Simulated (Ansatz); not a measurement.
Input

```
crystal:
  periodic: [false, false, false]
  atoms:
    - {symbol: C, position_ang: [-0.216334, -0.626216, 1.791746]}
    - {symbol: N, position_ang: [-0.201103, 0.007475, 0.520689]}
    - {symbol: Mo, position_ang: [0.361960, 0.083061, -1.107097]}
    - {symbol: O, position_ang: [1.407906, -1.210289, -1.350863]}
    - {symbol: O, position_ang: [1.270528, 1.717980, -1.352318]}
    - {symbol: O, position_ang: [-1.123462, -0.046224, -2.262692]}
    - {symbol: H, position_ang: [0.128351, 0.071002, 2.562451]}
    - {symbol: H, position_ang: [0.425840, -1.514212, 1.806516]}
    - {symbol: H, position_ang: [-1.237604, -0.925121, 2.049740]}
    - {symbol: H, position_ang: [1.278062, 2.411409, -0.690039]}
    - {symbol: H, position_ang: [-2.028844, -0.025865, -1.947434]}
basis:
  gaussian: {orbitals: def2-TZVPP}
hamiltonian: {xc: pbe0, dispersion: d4}
output: {orbitals: {seedname: orbitals}}
```

Command:

```sh
ansatz run in.yaml --threads 4 --pin off --events-out ev --progress --plain --max-ram 11315MiB
```

Geometry: PBE0-D4/def2-TZVP; core potentials replace the inner electrons of Mo.

The calculation used RKS PBE0-D4/def2-TZVPP in Ansatz.

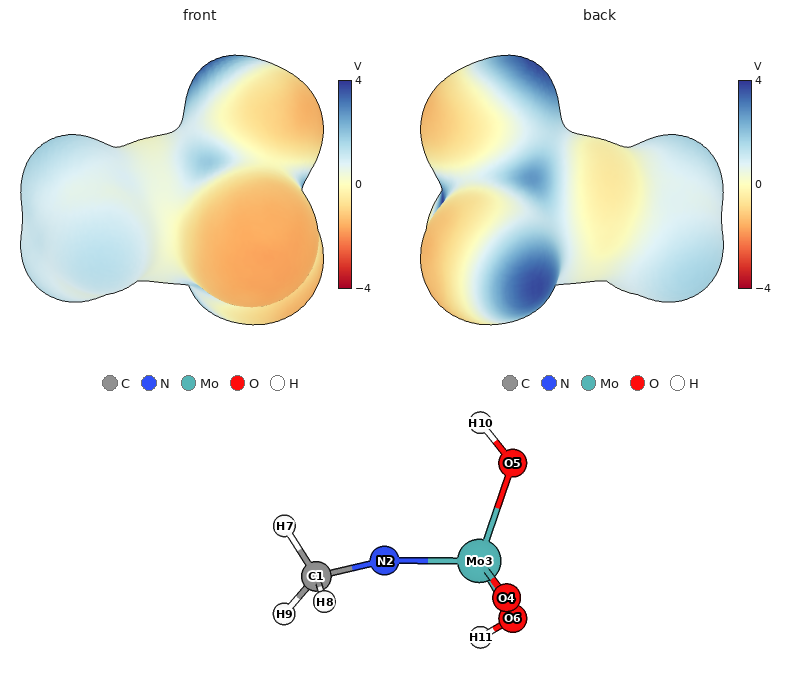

CH₅MoNO₃. The electrostatic potential painted on the density surface at 0.004 e/bohr³, seen from the front and from behind; the colour scale runs from red (negative) to blue (positive). The bare structure is drawn below in the same view.

> Which sites attract a positive test charge, and which a negative one?

A positive charge is drawn to the negative regions and a negative charge to the positive ones. The most negative region (about −1.7 V, or −39 kcal/mol for a unit charge) lies over O4, the most positive (about +3.7 V, or +85 kcal/mol for a unit charge) over Mo3, H10 and H11. O4 is the likeliest acceptor of a hydrogen bond.
